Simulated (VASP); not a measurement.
Input:

```
Pd
1.0
    0.00000     1.95289     1.95289
    1.95289     0.00000     1.95289
    1.95289     1.95289     0.00000
Pd
1
Cartesian
  0.00000   0.00000   0.00000
```

Level of theory: optB86b-vdW, VASP's PBE PAW potentials (set 64) (plane waves; VASP). Run with 520 eV cut-off, 18×18×18 Γ-centred mesh, tetrahedra with Blöchl corrections, potentials Pd.

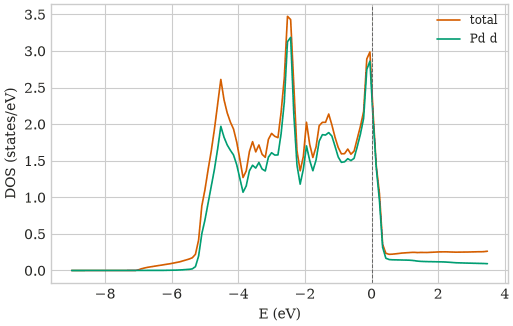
Figure: Total and projected density of states, zero at the Fermi level

Within 2 eV below the Fermi level the largest weight inside VASP's projection spheres is Pd d.

It has no gap at this level: it comes out as a metal or semimetal.

The compound is Pd in the fcc structure. It was relaxed first.
